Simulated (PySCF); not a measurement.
C$_{6}$H$_{12}$ (SMILES C=CCCCC)

The calculation's input:

```
{"job": {"kind": "nmr", "xc": "PBE0", "basis": "pcSseg-1"}, "charge": 0, "multiplicity": 1}
C     -3.252950     0.326230     0.177649
C     -2.195365     0.052297    -0.587158
C     -0.949052    -0.636511    -0.130534
C      0.302444     0.228986    -0.269326
C      1.578888    -0.473575     0.172621
C      2.821107     0.392940     0.041215
H     -3.281316     0.037256     1.233813
H     -4.129637     0.845055    -0.219253
H     -2.211411     0.363635    -1.640592
H     -0.806481    -1.558579    -0.724629
H     -1.065218    -0.958664     0.918321
H      0.166141     1.154408     0.317746
H      0.408767     0.554126    -1.320357
H      1.465027    -0.803488     1.220528
H      1.706002    -1.398182    -0.418308
H      2.736041     1.306962     0.650840
H      3.726793    -0.140937     0.367155
H      2.978861     0.709038    -1.002669
```

Run with:

```sh
OMP_NUM_THREADS=1 python probes_run.py task.json out
```

Geometry: PBE0-D3(BJ)/def2-SVP.

The calculation used PySCF 2.14.0, PBE0/pcSseg-1, SCF density, gas phase, non-relativistic.

**What can the converged electron density and electron localisation function tell about the bonding?**

C–H (1.10 Å): ρ is about 1.9 e/Å³ halfway; the ELF climbs to about 1 towards the hydrogen, as it does in any bond to H: a covalent bond by its length.
C–C (1.50 Å): ρ at the midpoint is about 1.7 e/Å³; the ELF peaks at about 0.95 between the atoms; a shared electron pair.

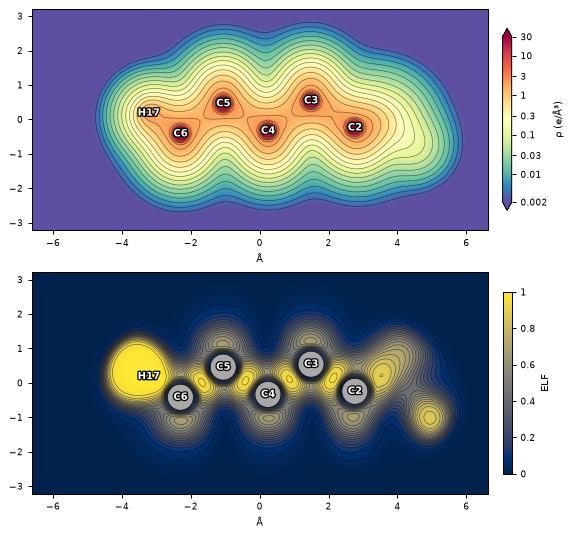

Computed electron density and electron localisation function on the plane of atoms C3, C4 and C5, in this order. Grey discs cover the atomic cores in the ELF map. 
